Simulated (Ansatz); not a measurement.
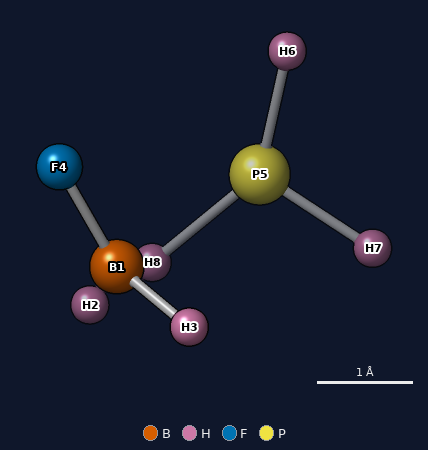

The starting structure (ball-and-stick view, seen at a tilt; atoms are numbered from 1 in the order of the input). Bond lengths as drawn: B–F 1.32 Å, B–H 1.19 Å and H–P 1.42 to 1.56 Å.

**Geometry relaxation of BPH$_{5}$F (part 1 of 2)**

System: BPH$_{5}$F.
Method: RKS PBE-D4/def2-SVP (Ansatz 0.2.0).

The input holds or restrains some coordinates. It belongs to a series of runs on one base structure; here: pulled along the bonds that form and break, towards end B. Figures and captions count atoms from 1; the log counts them from 0 in places.

Log:
```
The last accepted step is kept in [file] (removed where the run ends without a failure and the disk answers)
Engine: ansatz 0.2.0, x86_64-unknown-linux-gnu
Functional definition: PBE
  parameter kappa = 0.804
  parameter beta = 0.06672455060314922
  exchange = pbe_x(kappa = kappa, mu = beta*pi^2/3)
  correlation = pbe_c(beta = beta)
799 factors; their error is unknown
mean field evaluation 1: about -12744.6695 eV, gradient 2.9e1 eV
mean field evaluation 2: about -12740.9649 eV, gradient 5.1e1 eV
mean field evaluation 4: about -12746.7975 eV, gradient 2.3e0 eV
mean field evaluation 8: about -12746.7913 eV, gradient 8.8e-2 eV
mean field -12746.79128137 eV, -468.4359395051 hartree, gradient 4.8e-5 eV, S^2 0.000000; 0 other end points of the search recorded, 0 dependent functions left out
the calculation of the forces begins
reference -12746.79131111 eV, -468.4359405980 hartree; 17, 17 occupied and 54, 54 virtual orbitals, 799 factors
relax step   1: F+E_penalty+E_count = -12746.91387390 eV  Δ(F+E_penalty+E_count) = +0.000e0 eV  max|allowed force component| = 3.681e0 eV/Å  E_restraint = 29.67259463 eV  max|allowed force component, restraints' pulls added| = 3.011e1 eV/Å  Δτ_max = 0.0000 Å  (24 SCF iters, accepted)
  distance B 0 - P 4 = 2.2100 Å
  distance H 7 - H 1 = 0.8838 Å
  distance B 0 - H 1 = 1.5400 Å
  distance H 7 - P 4 = 1.5638 Å
these checks for a lower state are left out or cut short: starts, cluster_reference, orbital_swaps, neighbouring_geometries, increment
799 factors; their error is unknown
mean field evaluation 16: about -12745.8237 eV, gradient 1.4e1 eV
mean field -12746.93195310 eV, -468.4411090958 hartree, gradient 1.1e-5 eV, S^2 0.000000; 0 other end points of the search recorded, 0 dependent functions left out
the calculation of the forces begins
reference -12746.93198264 eV, -468.4411101813 hartree; 17, 17 occupied and 54, 54 virtual orbitals, 799 factors
relax step   2: F+E_penalty+E_count = -12747.05225869 eV  Δ(F+E_penalty+E_count) = -1.384e-1 eV  max|allowed force component| = 4.546e0 eV/Å  E_restraint = 14.00363769 eV  max|allowed force component, restraints' pulls added| = 1.772e1 eV/Å  Δτ_max = 0.1948 Å  (33 SCF iters, accepted)
  distance B 0 - P 4 = 2.1559 Å
  distance H 7 - H 1 = 0.7604 Å
  distance B 0 - H 1 = 1.8177 Å
  distance H 7 - P 4 = 1.8883 Å
these checks for a lower state are left out or cut short: starts, cluster_reference, orbital_swaps, neighbouring_geometries, increment
799 factors; their error is unknown
mean field -12747.63255441 eV, -468.4668557188 hartree, gradient 1.0e-5 eV, S^2 0.000000; 0 other end points of the search recorded, 0 dependent functions left out
the calculation of the forces begins
reference -12747.63258376 eV, -468.4668567976 hartree; 17, 17 occupied and 54, 54 virtual orbitals, 799 factors
relax step   3: F+E_penalty+E_count = -12747.75085057 eV  Δ(F+E_penalty+E_count) = -6.986e-1 eV  max|allowed force component| = 4.562e0 eV/Å  E_restraint = 4.59730359 eV  max|allowed force component, restraints' pulls added| = 1.009e1 eV/Å  Δτ_max = 0.1949 Å  (31 SCF iters, accepted)
  distance B 0 - P 4 = 2.0526 Å
  distance H 7 - H 1 = 0.6913 Å
  distance B 0 - H 1 = 2.0967 Å
  distance H 7 - P 4 = 2.1738 Å
these checks for a lower state are left out or cut short: starts, cluster_reference, orbital_swaps, neighbouring_geometries, increment
799 factors; their error is unknown
mean field evaluation 32: about -12747.9833 eV, gradient 1.1e1 eV
mean field -12748.51896117 eV, -468.4994305667 hartree, gradient 2.2e-5 eV, S^2 0.000000; 0 other end points of the search recorded, 0 dependent functions left out
the calculation of the forces begins
reference -12748.51899109 eV, -468.4994316660 hartree; 17, 17 occupied and 54, 54 virtual orbitals, 799 factors
relax step   4: F+E_penalty+E_count = -12748.63578179 eV  Δ(F+E_penalty+E_count) = -8.849e-1 eV  max|allowed force component| = 3.599e0 eV/Å  E_restraint = 0.57739669 eV  max|allowed force component, restraints' pulls added| = 4.562e0 eV/Å  Δτ_max = 0.1947 Å  (30 SCF iters, accepted)
  distance B 0 - P 4 = 1.9280 Å
  distance H 7 - H 1 = 0.6927 Å
  distance B 0 - H 1 = 2.3437 Å
  distance H 7 - P 4 = 2.4330 Å
these checks for a lower state are left out or cut short: starts, cluster_reference, orbital_swaps, neighbouring_geometries, increment
799 factors; their error is unknown
mean field -12749.13954300 eV, -468.5222365281 hartree, gradient 1.6e-5 eV, S^2 0.000000; 0 other end points of the search recorded, 0 dependent functions left out
the calculation of the forces begins
reference -12749.13957305 eV, -468.5222376325 hartree; 17, 17 occupied and 54, 54 virtual orbitals, 799 factors
relax step   5: F+E_penalty+E_count = -12749.25518180 eV  Δ(F+E_penalty+E_count) = -6.194e-1 eV  max|allowed force component| = 1.323e0 eV/Å  E_restraint = 0.09799627 eV  max|allowed force component, restraints' pulls added| = 1.385e0 eV/Å  Δτ_max = 0.1953 Å  (27 SCF iters, accepted)
  distance B 0 - P 4 = 1.8944 Å
  distance H 7 - H 1 = 0.7366 Å
  distance B 0 - H 1 = 2.4098 Å
  distance H 7 - P 4 = 2.6143 Å
these checks for a lower state are left out or cut short: starts, cluster_reference, orbital_swaps, neighbouring_geometries, increment
799 factors; their error is unknown
mean field -12749.37748207 eV, -468.5309806277 hartree, gradient 1.5e-5 eV, S^2 0.000000; 0 other end points of the search recorded, 0 dependent functions left out
the calculation of the forces begins
reference -12749.37751178 eV, -468.5309817196 hartree; 17, 17 occupied and 54, 54 virtual orbitals, 799 factors
relax step   6: F+E_penalty+E_count = -12749.49334166 eV  Δ(F+E_penalty+E_count) = -2.382e-1 eV  max|allowed force component| = 1.614e0 eV/Å  E_restraint = 0.07696199 eV  max|allowed force component, restraints' pulls added| = 8.954e-1 eV/Å  Δτ_max = 0.1997 Å  (27 SCF iters, accepted)
  distance B 0 - P 4 = 1.8987 Å
  distance H 7 - H 1 = 0.7285 Å
  distance B 0 - H 1 = 2.4075 Å
  distance H 7 - P 4 = 2.6220 Å
these checks for a lower state are left out or cut short: starts, cluster_reference, orbital_swaps, neighbouring_geometries, increment
799 factors; their error is unknown
mean field -12749.46693518 eV, -468.5342679686 hartree, gradient 1.7e-5 eV, S^2 0.000000; 0 other end points of the search recorded, 0 dependent functions left out
the calculation of the forces begins
reference -12749.46696441 eV, -468.5342690428 hartree; 17, 17 occupied and 54, 54 virtual orbitals, 799 factors
relax step   7: F+E_penalty+E_count = -12749.58230567 eV  Δ(F+E_penalty+E_count) = -8.896e-2 eV  max|allowed force component| = 1.726e0 eV/Å  E_restraint = 0.07780026 eV  max|allowed force component, restraints' pulls added| = 9.818e-1 eV/Å  Δτ_max = 0.1951 Å  (31 SCF iters, accepted)
  distance B 0 - P 4 = 1.9137 Å
  distance H 7 - H 1 = 0.7255 Å
  distance B 0 - H 1 = 2.4072 Å
  distance H 7 - P 4 = 2.6443 Å
these checks for a lower state are left out or cut short: starts, cluster_reference, orbital_swaps, neighbouring_geometries, increment
799 factors; their error is unknown
mean field evaluation 64: about -12749.5195 eV, gradient 7.3e-4 eV
mean field -12749.49672804 eV, -468.5353628361 hartree, gradient 1.7e-5 eV, S^2 0.000000; 0 other end points of the search recorded, 0 dependent functions left out
the calculation of the forces begins
reference -12749.49675723 eV, -468.5353639090 hartree; 17, 17 occupied and 54, 54 virtual orbitals, 799 factors
relax step   8: F+E_penalty+E_count = -12749.61299083 eV  Δ(F+E_penalty+E_count) = -3.069e-2 eV  max|allowed force component| = 1.820e0 eV/Å  E_restraint = 0.07822872 eV  max|allowed force component, restraints' pulls added| = 9.165e-1 eV/Å  Δτ_max = 0.1759 Å  (31 SCF iters, accepted)
  distance B 0 - P 4 = 1.9133 Å
  distance H 7 - H 1 = 0.7236 Å
  distance B 0 - H 1 = 2.4109 Å
  distance H 7 - P 4 = 2.6470 Å
these checks for a lower state are left out or cut short: starts, cluster_reference, orbital_swaps, neighbouring_geometries, increment
799 factors; their error is unknown
mean field -12749.51750180 eV, -468.5361262580 hartree, gradient 1.8e-5 eV, S^2 0.000000; 0 other end points of the search recorded, 0 dependent functions left out
the calculation of the forces begins
reference -12749.51753064 eV, -468.5361273178 hartree; 17, 17 occupied and 54, 54 virtual orbitals, 799 factors
relax step   9: F+E_penalty+E_count = -12749.63341430 eV  Δ(F+E_penalty+E_count) = -2.042e-2 eV  max|allowed force component| = 1.937e0 eV/Å  E_restraint = 0.06213006 eV  max|allowed force component, restraints' pulls added| = 1.484e-1 eV/Å  Δτ_max = 0.1997 Å  (31 SCF iters, accepted)
```

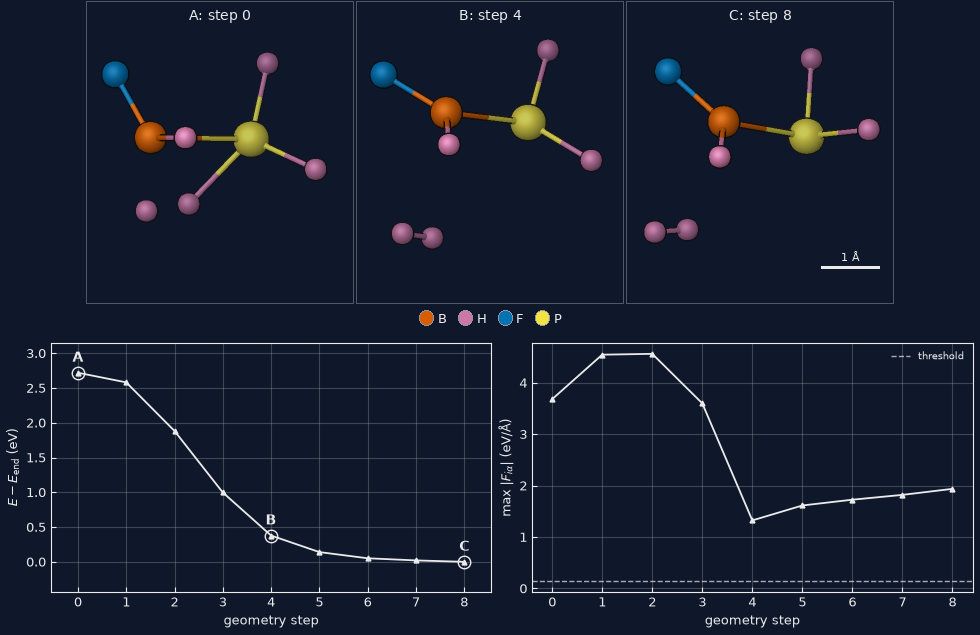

Frames of the restrained relaxation (ball-and-stick view, seen at a tilt) above the curves, on which the letters mark them (the first geometry is step 0 here and step 1 in the log).

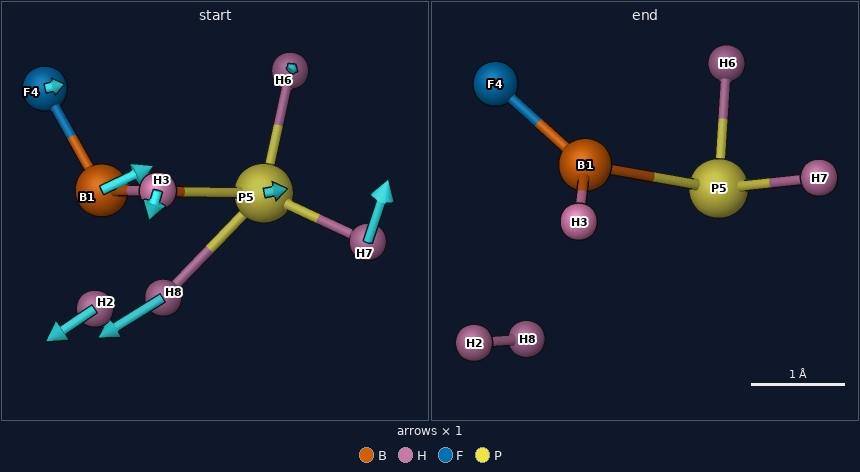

Before (left) and after (right) the restrained relaxation, at one scale (ball-and-stick view, seen at a tilt). The teal arrows give the displacements, at true length. The atom that moves furthest after the best rigid fit is H8 (0.85 Å). By element the largest moves are H 0.85 Å, B 0.65 Å, P 0.27 Å, F 0.23 Å. Among the contacts that change: P5–H8 1.564 → 2.633 Å, B1–P5 2.210 → 1.916 Å, H2–H8 0.884 → 0.722 Å, B1–H3 1.190 → 1.214 Å. Bonds break: P5–H8 (1.56 → 2.63 Å). Among the angles that change: H3–B1–P5 97.0° → 122.2°, F4–B1–P5 101.2° → 120.0°, H6–P5–H7 109.4° → 96.0°. After 8 geometry steps the energy has fallen by 2.720 eV. Largest force component: 3.7 eV/Å at the start, 1.9 eV/Å at the end. (Atoms are counted from 1 in the order of the input.)

```
  distance B 0 - P 4 = 1.9156 Å
  distance H 7 - H 1 = 0.7222 Å
  distance B 0 - H 1 = 2.3984 Å
  distance H 7 - P 4 = 2.6332 Å
799 factors; their error is unknown
mean field -12749.51750180 eV, -468.5361262580 hartree, gradient 1.8e-5 eV, S^2 0.000000; 1 other end points of the search recorded, 0 dependent functions left out
the calculation of the forces begins
reference -12749.51753064 eV, -468.5361273178 hartree; 17, 17 occupied and 54, 54 virtual orbitals, 799 factors
Total energy: -12749.63344314 eV, -468.5403870235 hartree
Atom 0 at     0.124460    -0.593168    -0.186876 Å, force     0.050843    -0.111210    -0.324094 eV/Å
Atom 1 at    -0.128500     0.507835     1.928860 Å, force    -0.025232     1.936993    -0.310364 eV/Å
Atom 2 at     1.091992     0.137252    -0.248848 Å, force     0.099019     0.082633     0.026272 eV/Å
Atom 3 at    -1.024303    -0.150369    -0.696667 Å, force    -0.104884     0.110624     0.034444 eV/Å
Atom 4 at     0.210471    -2.333848     0.608167 Å, force     0.064132    -0.544498    -0.056932 eV/Å
Atom 5 at    -0.738623    -2.995809    -0.247879 Å, force     0.032454     0.053748     0.034234 eV/Å
```
